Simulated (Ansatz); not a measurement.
H₂S···GeH₃ (doublet)

```xyz
7

H    -0.7809   -0.9167   -0.7917
S    -1.2567   -1.7962   -1.7060
Ge    0.3687    0.9104    1.0117
H    -0.1025   -1.8242   -2.3879
H    -0.0133    2.3283    0.5742
H    -0.0894    0.6298    2.4465
H     1.8743    0.6686    0.8533
```

Theory: Ansatz 0.2.0, UKS BHLYP/def2-mTZVP.

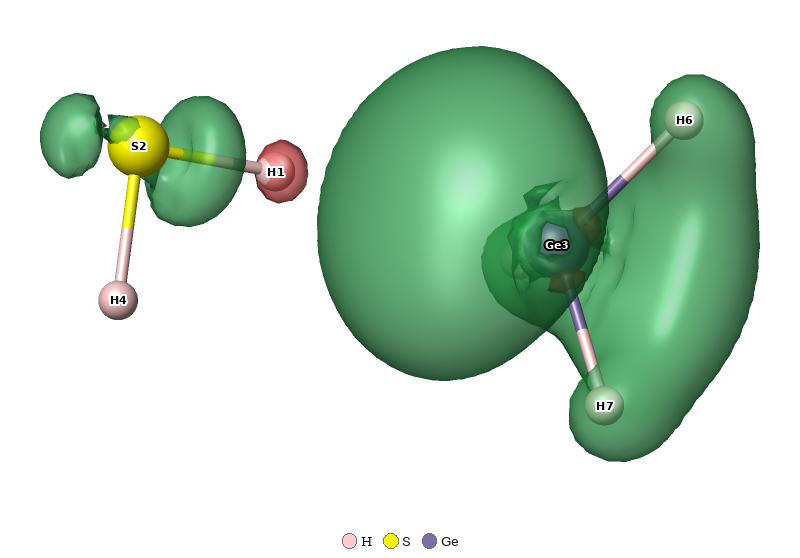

Figure 1. Isosurfaces of the spin density (α minus β) at +0.015 (green) and −0.015 e/Å³ (red), seen at a tilt.

Question: Where is the unpaired spin?

Answer: The unpaired spin (1 electron) lies mostly on Ge3 (about 0.8), in electrons by Hirshfeld's partition.

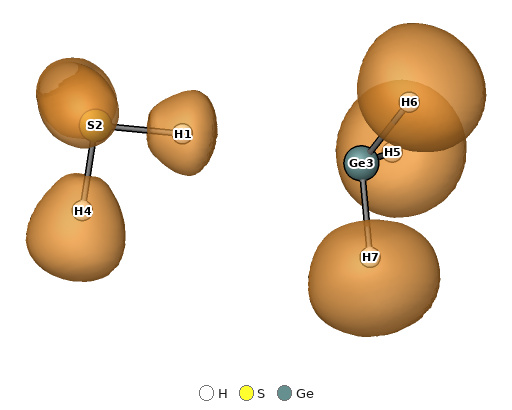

Figure 2. Isosurface of the electron localisation function at 0.9 (orange), seen across its widest extent. Core shells and regions of very low density are left out.

Question: Identify the bonds, lone pairs and shells in this picture.

Answer: At this value the surface marks out five regions around hydrogen nuclei and one region wrapped around S (its valence shell). Along the contacts the grid gives the following. Ge3···H1 (2.81 Å): the ELF dips to about 0.10 between them. S–H (1.34 Å): the ELF climbs to about 1 towards the hydrogen, as it does in any bond to H.

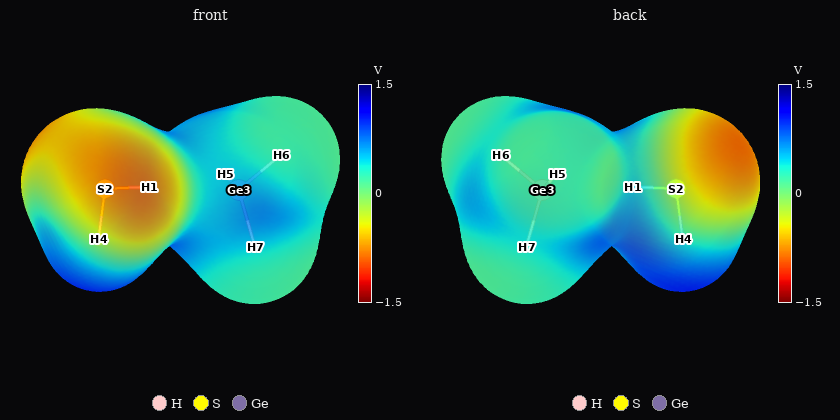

Figure 3. The molecular electrostatic potential painted on the density surface at 0.001 e/bohr³, seen from the front and from behind; red is negative and blue positive.

Question: Where is the surface potential most negative and most positive?

Answer: The most negative region (about −0.9 V) lies over S2, the most positive (about +1.0 V) over H4.
